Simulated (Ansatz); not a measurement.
**Si2NH8Cl2OF: single-point calculation**

System: Si2NH8Cl2OF.
Method: RKS PBE0-D4/def2-TZVPP (Ansatz 0.2.0).

The geometry is the reactant side of a reaction. The reaction was set up to form Si1–N7, H6–O9 and Si2–H8 and to break Si1–Si2, H6–N7 and H8–O9 (atoms counted from 1 in the order of the input); sticks are drawn by distance alone. The geometry comes from this level: PBE0-D4/def2-TZVP.

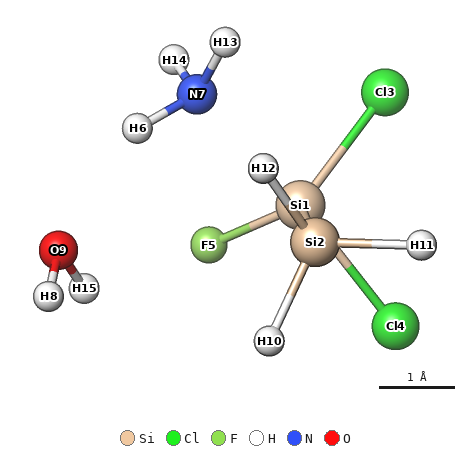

Fig. 1: The structure (ball-and-stick view, seen at a tilt; atoms are numbered from 1 in the order of the input). Bond lengths as drawn: Cl–Si 2.08 to 2.14 Å, F–Si 1.62 Å, H–N 1.01 to 1.02 Å, H–O 0.96 Å, H–Si 1.48 to 1.50 Å and Si–Si 2.34 Å.

The input
```yaml
crystal:
  periodic: [false, false, false]
  atoms:
    - {symbol: Si, position_ang: [-1.209731, 0.312490, -0.361653]}
    - {symbol: Si, position_ang: [0.032291, -1.583976, -0.932531]}
    - {symbol: Cl, position_ang: [-1.880922, 1.610989, -1.837656]}
    - {symbol: Cl, position_ang: [-3.003894, -0.839882, -0.176192]}
    - {symbol: F, position_ang: [-1.294239, 0.879764, 1.156248]}
    - {symbol: H, position_ang: [1.160071, 1.062020, 0.367139]}
    - {symbol: N, position_ang: [0.550784, 1.445511, -0.360439]}
    - {symbol: H, position_ang: [1.647524, -0.816818, 2.291685]}
    - {symbol: O, position_ang: [1.319235, 0.052063, 2.050479]}
    - {symbol: H, position_ang: [0.050734, -2.505964, 0.235425]}
    - {symbol: H, position_ang: [-0.595128, -2.265723, -2.091238]}
    - {symbol: H, position_ang: [1.450778, -1.264690, -1.280684]}
    - {symbol: H, position_ang: [1.027767, 1.419894, -1.254417]}
    - {symbol: H, position_ang: [0.345870, 2.414667, -0.139125]}
    - {symbol: H, position_ang: [0.398659, 0.079556, 2.333260]}
basis:
  gaussian: {orbitals: def2-TZVPP}
hamiltonian: {xc: pbe0, dispersion: d4}
output: {orbitals: {seedname: orbitals}}
```

Run on 4 CPU threads, shared host.

Run as:
```bash
ansatz run in.yaml --threads 4 --pin off --events-out ev --progress --plain --max-ram 66560MiB --backend cuda --devices 0, --max-vram 37GiB
```

Log
```
Functional definition: PBE0
  name "PBE0"
  cite "Adamo & Barone, J. Chem. Phys. 110, 6158 (1999) doi:10.1063/1.478522"
  cite "Perdew, Burke & Ernzerhof, Phys. Rev. Lett. 77, 3865 (1996) doi:10.1103/PhysRevLett.77.3865"
  parent pbe
  parameter a = 0.25
  parameter kappa = 0.804
  parameter beta = 0.06672455060314922
  exchange = (1 - a)*pbe_x(kappa = kappa, mu = beta*pi^2/3) + a*exact_x
  correlation = pbe_c(beta = beta)
2166 factors; their error is unknown
mean field evaluation 1: about -47163.9050 eV, gradient 7.4e1 eV
mean field evaluation 2: about -47156.0504 eV, gradient 9.9e1 eV
mean field evaluation 4: about -47172.7034 eV, gradient 3.3e0 eV
mean field evaluation 8: about -47172.7255 eV, gradient 6.2e-2 eV
mean field evaluation 16: about -47172.8374 eV, gradient 1.7e-4 eV
mean field -47172.83740902 eV, -1733.5697998838 hartree, gradient 2.7e-5 eV, S^2 0.000000; 0 other end points of the search recorded, 0 dependent functions left out
reference -47172.83744611 eV, -1733.5698012468 hartree; 47, 47 occupied and 326, 326 virtual orbitals, 2166 factors
Total energy: -47173.24293138 eV, -1733.5847025558 hartree
```

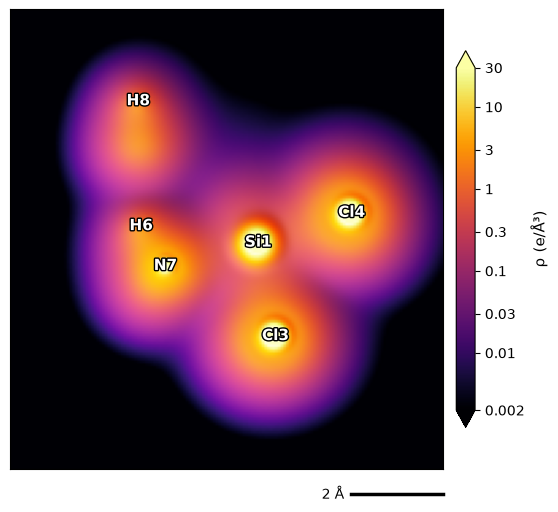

Fig. 2: Total electron density on the plane of atoms Cl3, Si1 and Cl4. Atoms in the plane: Si, Cl, H and N. Si1···N7 (2.09 Å): ρ at the midpoint is about 0.55 e/Å³, with its minimum of 0.43 e/Å³ about 0.8 Å from Si. Si–Cl (2.08 Å): ρ at the midpoint is about 0.88 e/Å³. N–H (1.02 Å): ρ at the midpoint is about 3 e/Å³, with its minimum of 2.3 e/Å³ about 0.8 Å from N.

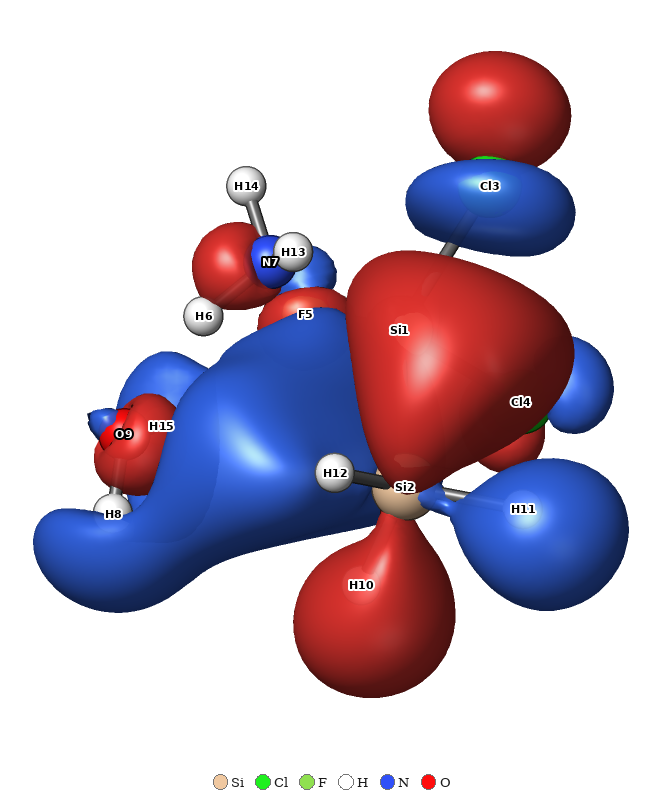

Fig. 3: One frontier orbital at ±0.06 Å⁻³ᐟ² (red and blue are the two phases), seen face on. The LUMO, at −0.26 eV. By Hirshfeld shares it lies mainly on Si2 (30 %) and Si1 (25 %).

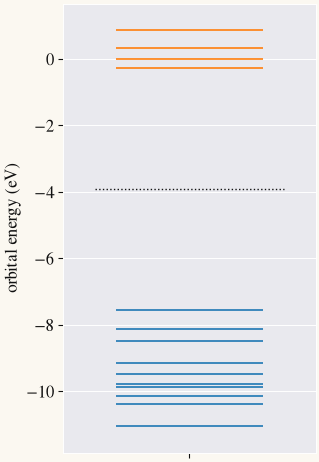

Fig. 4: Orbital energies near the frontier; the dotted line parts filled from empty levels, and levels within 0.02 eV of each other stand side by side. Highest filled −7.55 eV, lowest empty −0.26 eV, 7.29 eV apart.

Results in brief

- outcome: converged
- total energy: −47173.2429 eV
- mean-field energy: −47172.8374 eV
- dispersion energy: −0.4055 eV
- SCF solution under orbital rotations: stable
- HOMO: −7.55 eV
- LUMO: −0.26 eV
- wall time: 6 s (CPU time 6 s)
- peak memory: 0.9 GiB
